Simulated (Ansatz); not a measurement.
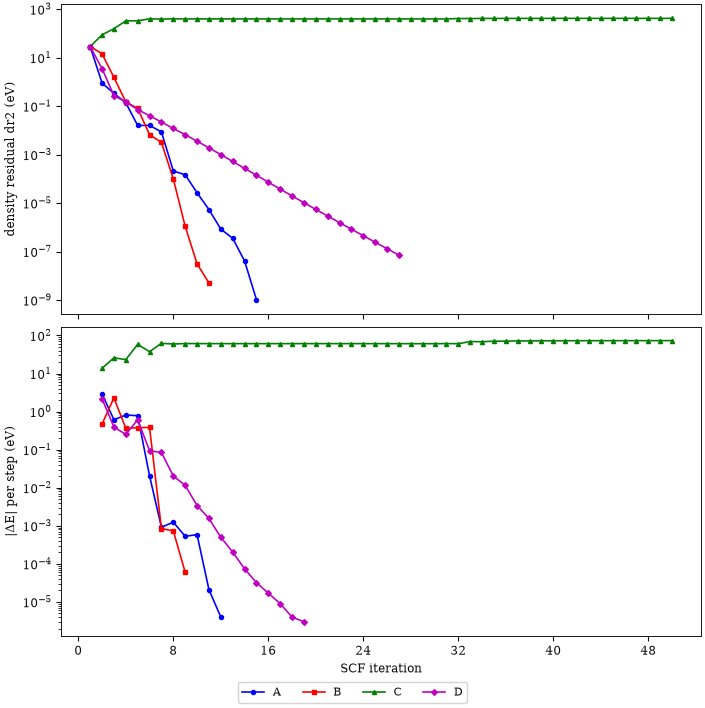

The same cell was run with different SCF settings; each curve is one run.
- system: NiO (Fm-3m, 2 atoms in the cell)
- method: DFT, r2SCAN+U, PAW, plane waves, scalar-relativistic in Ansatz 0.2.0; cutoff 500 eV, 9×9×9 k-mesh, Fermi–Dirac smearing of 0.1 eV, collinear spins, U = 3.1 eV on Ni d
Iteration limit: 50.

Match the curves to the settings.
1. Broyden, beta 0.3, preconditioner local_kerker
2. MSR1 mixing, preconditioner none
3. linear mixing, beta 0.5, no preconditioner
4. linear mixing, beta 0.4, Kerker

Answer. A is 1 (Broyden, beta 0.3, preconditioner local_kerker): it converged in 15 iterations.
B is 2 (MSR1 mixing, preconditioner none): it converged in 11 iterations.
C is 3 (linear mixing, beta 0.5, no preconditioner): it stopped unconverged after 50 (a two-step oscillation).
D is 4 (linear mixing, beta 0.4, Kerker): it converged in 27 iterations.
